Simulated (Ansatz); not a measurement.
# The cluster Ga3+: a spread of methods and bases

Aim: run the cluster Ga3+ under a spread of inputs, and see what each costs and gives.

Program: Ansatz 0.2.0, Gaussian basis. Level of theory: the settings change from run to run. These are calculated values, not measurements.

1 further run of the same task is left out (it didn't finish). Runs told in other sessions of the task aren't counted.

**1. The relaxed structure**

An earlier PBE-D4 in a triple-zeta def2 set relaxation fixed the geometry.

3 atoms, charge 1, spin multiplicity 1.

Atoms are counted from 1 here; the program's logs count them from 0.

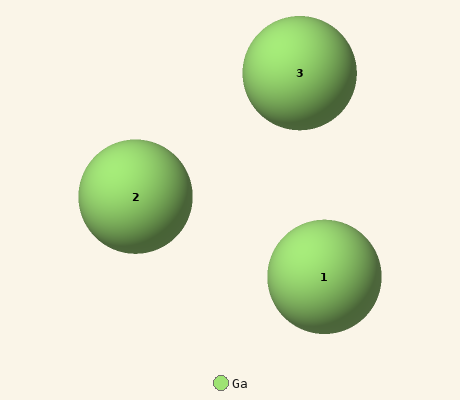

The structure; gallium green; atoms are numbered from 1 in the order of the file.

**2. HSE06/cc-pVDZ**

Options: a point charge of 0.50 e beside it, the search for lower states set to off.

Input file in.yaml:

```yaml
crystal:
  periodic: [false, false, false]
  atoms:
    - {symbol: Ga, position_ang: [-1.117107, 0.896176, 0.396360]}
    - {symbol: Ga, position_ang: [1.398252, 0.351958, 0.359462]}
    - {symbol: Ga, position_ang: [-0.281145, -1.248135, -0.755823]}
basis:
  gaussian: {orbitals: cc-pVDZ, point_charges: [{charge: 0.50, position_ang: [4.744, 0.619, -0.834]}]}
total_charge: 1
hamiltonian: {xc: {name: HSE06}}
scf: {lower_state_search: off}
output: {forces: true}
```

Command:

```
$ ansatz run in.yaml --threads 4 --pin off --events-out ev --progress --plain --max-ram 3916MiB
```

Standard output (excerpt; [...] marks lines left out):

```text
Functional definition: HSE06
  name "HSE06"
  cite "Heyd, Scuseria & Ernzerhof, J. Chem. Phys. 118, 8207 (2003) doi:10.1063/1.1564060"
  cite "Krukau, Vydrov, Izmaylov & Scuseria, J. Chem. Phys. 125, 224106 (2006) doi:10.1063/1.2404663"
  cite "Heyd & Scuseria, J. Chem. Phys. 120, 7274 (2004) doi:10.1063/1.1668634"
  cite "Ernzerhof & Perdew, J. Chem. Phys. 109, 3313 (1998) doi:10.1063/1.476928"
  cite "Perdew, Burke & Ernzerhof, Phys. Rev. Lett. 77, 3865 (1996) doi:10.1103/PhysRevLett.77.3865"
  parent pbe
[...]
  # The whole range is PBE's own exchange, as in plane waves. The composition of these papers is wPBEh.
[...]
972 factors; integrals over basis functions are off by at most 4.6e-4 eV
68 factors; integrals over basis functions are off by at most 9.7e-7 eV
[...]
mean field -157101.66792653 eV, -5773.3798089649 hartree, gradient 4.1e-6 eV, S^2 0.000000; 0 other end points of the search recorded, 0 dependent functions left out
[...]
reference -157101.66795855 eV, -5773.3798101414 hartree; 46, 46 occupied and 35, 35 virtual orbitals, 972 factors
Total energy: -157101.66795855 eV, -5773.3798101414 hartree
Atom 0 at    -1.117107     0.896176     0.396360 Å, force    -0.294697     0.303914     0.055933 eV/Å
Atom 1 at     1.398252     0.351958     0.359462 Å, force     0.114035    -0.057961     0.234240 eV/Å
Atom 2 at    -0.281145    -1.248135    -0.755823 Å, force    -0.039972    -0.308419    -0.175503 eV/Å
Dipole moment:    -0.469755    -0.194177     0.234401 e Å
Checks for a lower state left out: stability, starts, cluster_reference, orbital_swaps, neighbouring_geometries, increment
```

Wall time 1.6 s (4 threads of Arm Neoverse V1, shared host).

Largest force 0.427 eV/Å.

**3. B97M-V/aug-cc-pVDZ**

Options: multiplicity 3, a point charge of 0.50 e beside it.

Input file in.yaml:

```yaml
crystal:
  periodic: [false, false, false]
  atoms:
    - {symbol: Ga, position_ang: [-1.117107, 0.896176, 0.396360]}
    - {symbol: Ga, position_ang: [1.398252, 0.351958, 0.359462]}
    - {symbol: Ga, position_ang: [-0.281145, -1.248135, -0.755823]}
basis:
  gaussian: {orbitals: aug-cc-pVDZ, point_charges: [{charge: 0.50, position_ang: [6.339, -0.796, -0.207]}]}
total_charge: 1
magnetization: {spin_polarized: true, initial_magnetization: 2}
hamiltonian: {xc: {name: B97M-V}}
scf: {omitted_lower_state_checks: [starts]}
```

Same command.

Standard output (excerpt; [...] marks lines left out):

```text
Functional definition: B97M-V
  name "B97M-V"
  cite "Mardirossian & Head-Gordon, J. Chem. Phys. 142, 074111 (2015) doi:10.1063/1.4907719"
  cite "Becke, J. Chem. Phys. 107, 8554 (1997) doi:10.1063/1.475007"
  cite "Vydrov & Van Voorhis, J. Chem. Phys. 133, 244103 (2010) doi:10.1063/1.3521275"
  # Of w^i u^j: cxij and so on, Table III.
[...]
  gx(w, u) = cx00 + cx01*u + cx02*u^2 + (cx10 + cx11*u)*w
  gss(w, u) = css00 + css02*u^2 + css10*w + (css32*w^3 + css42*w^4)*u^2
  gos(w, u) = cos00 + cos01*u + cos03*u^3 + cos10*w + cos32*w^3*u^2
[...]
      + integral(e_c_pw_mod_opposite_spin*gos(b97_w_opposite, b97_u_opposite)) + vv10(b, c)
[...]
1290 factors; their error is unknown
[...]
mean field -157092.60714230 eV, -5773.0468312861 hartree, gradient 6.5e-5 eV, S^2 2.002608; 0 other end points of the search recorded, 0 dependent functions left out
reference -157092.60720403 eV, -5773.0468335547 hartree; 47, 45 occupied and 61, 63 virtual orbitals, 1290 factors
Total energy: -157092.60720403 eV, -5773.0468335547 hartree
Checks for a lower state left out: starts
```

It took 14 s on 4 threads of Arm Neoverse V1, shared host.

⟨S²⟩ 2.003.

**4. SVWN5/STO-3G**

Options: density fitting with cc-pVTZ-jkfit, a point charge of -1.00 e beside it, the search for lower states set to off.

Input file in.yaml:

```yaml
crystal:
  periodic: [false, false, false]
  atoms:
    - {symbol: Ga, position_ang: [-1.117107, 0.896176, 0.396360]}
    - {symbol: Ga, position_ang: [1.398252, 0.351958, 0.359462]}
    - {symbol: Ga, position_ang: [-0.281145, -1.248135, -0.755823]}
basis:
  gaussian: {orbitals: STO-3G, fitting: {mean_field: cc-pVTZ-jkfit}, point_charges: [{charge: -1.00, position_ang: [4.229, -0.290, 0.440]}]}
total_charge: 1
hamiltonian: {xc: {name: SVWN5}}
scf: {lower_state_search: off}
output: {forces: true}
```

Same command.

Standard output (excerpt; [...] marks lines left out):

```text
Functional definition: SVWN5
  name "SVWN5"
  cite "Dirac, Proc. Camb. Phil. Soc. 26, 376 (1930) doi:10.1017/S0305004100016108"
  cite "Slater, Phys. Rev. 81, 385 (1951) doi:10.1103/PhysRev.81.385"
  cite "Vosko, Wilk & Nusair, Can. J. Phys. 58, 1200 (1980) doi:10.1139/p80-159"
[...]
621 factors; integrals over basis functions are off by at most 1.7e-2 eV
[...]
mean field -155023.83940705 eV, -5697.0210192766 hartree, gradient 1.1e-6 eV, S^2 0.000000; 0 other end points of the search recorded, 0 dependent functions left out
[...]
reference -155023.83942837 eV, -5697.0210200601 hartree; 46, 46 occupied and 8, 8 virtual orbitals, 621 factors
Total energy: -155023.83942837 eV, -5697.0210200601 hartree
Atom 0 at    -1.117107     0.896176     0.396360 Å, force     5.253882    -4.276649    -1.900361 eV/Å
Atom 1 at     1.398252     0.351958     0.359462 Å, force    -4.902781    -1.966379    -1.606775 eV/Å
Atom 2 at    -0.281145    -1.248135    -0.755823 Å, force     1.378216     5.912363     3.589780 eV/Å
Dipole moment:     0.909173     0.034797     0.142540 e Å
Checks for a lower state left out: stability, starts, cluster_reference, orbital_swaps, neighbouring_geometries, increment
```

Wall time 0.5 s (4 threads of Arm Neoverse V1, shared host).

Largest force 7.053 eV/Å.

**5. r2SCANh/def2-mTZVP**

Set apart from the defaults: charge +2, multiplicity 2.

Input file in.yaml:

```yaml
crystal:
  periodic: [false, false, false]
  atoms:
    - {symbol: Ga, position_ang: [-1.117107, 0.896176, 0.396360]}
    - {symbol: Ga, position_ang: [1.398252, 0.351958, 0.359462]}
    - {symbol: Ga, position_ang: [-0.281145, -1.248135, -0.755823]}
basis:
  gaussian: {orbitals: def2-mTZVP}
total_charge: 2
magnetization: {spin_polarized: true, initial_magnetization: 1}
hamiltonian: {xc: {name: r2SCANh}}
output: {forces: true}
```

Same command.

Standard output (excerpt; [...] marks lines left out):

```text
Functional definition: r2SCANh
  name "r2SCANh"
  cite "Bursch, Neugebauer, Ehlert & Grimme, J. Chem. Phys. 156, 134105 (2022) doi:10.1063/5.0086040"
  cite "Furness, Kaplan, Ning, Perdew & Sun, J. Phys. Chem. Lett. 11, 8208 (2020) doi:10.1021/acs.jpclett.0c02405"
  cite "Furness, Kaplan, Ning, Perdew & Sun, J. Phys. Chem. Lett. 11, 9248 (2020) doi:10.1021/acs.jpclett.0c03077"
  parent r2scan
[...]
987 factors; integrals over basis functions are off by at most 5.8e-4 eV
[...]
mean field -157112.56390192 eV, -5773.7802286747 hartree, gradient 9.8e-6 eV, S^2 0.754630; 5 other end points of the search recorded, 0 dependent functions left out
[...]
reference -157112.56391673 eV, -5773.7802292191 hartree; 46, 45 occupied and 62, 63 virtual orbitals, 987 factors
Total energy: -157112.56391673 eV, -5773.7802292191 hartree
Atom 0 at    -1.117107     0.896176     0.396360 Å, force    -0.930080     0.746216     0.330047 eV/Å
Atom 1 at     1.398252     0.351958     0.359462 Å, force     1.164102     0.293021     0.299268 eV/Å
Atom 2 at    -0.281145    -1.248135    -0.755823 Å, force    -0.234022    -1.039238    -0.629315 eV/Å
Dipole moment:     0.000004     0.000001     0.000001 e Å
```

Wall time 13 s (4 threads of Arm Neoverse V1, shared host).

Largest force 1.237 eV/Å, ⟨S²⟩ 0.755.

**6. The runs in one table**

```
             level  charge  multiplicity               geometry  functions  energy (eV)   time
     HSE06/cc-pVDZ       1             1  relaxed, point charge         81  -157101.668  1.6 s
B97M-V/aug-cc-pVDZ       1             3  relaxed, point charge        108  -157092.607   14 s
      SVWN5/STO-3G       1             1  relaxed, point charge         54  -155023.839  0.5 s
r2SCANh/def2-mTZVP       2             2                relaxed        108  -157112.564   13 s
```

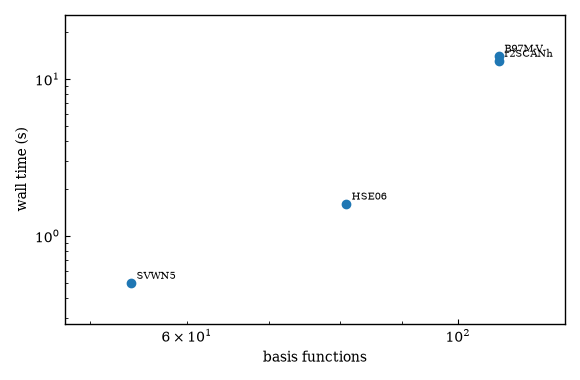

Wall time against the number of basis functions (shared host).

**7. Summary of results**

```
quantity                     value
    runs                         4
quickest       SVWN5/STO-3G, 0.5 s
 slowest  B97M-V/aug-cc-pVDZ, 14 s
```

In words: The runs differ in state or geometry as well as level, so their energies can't be set against each other. Run time spans a factor of 28, from SVWN5/STO-3G to B97M-V/aug-cc-pVDZ. The jobs differ in tasks and options as well as level.
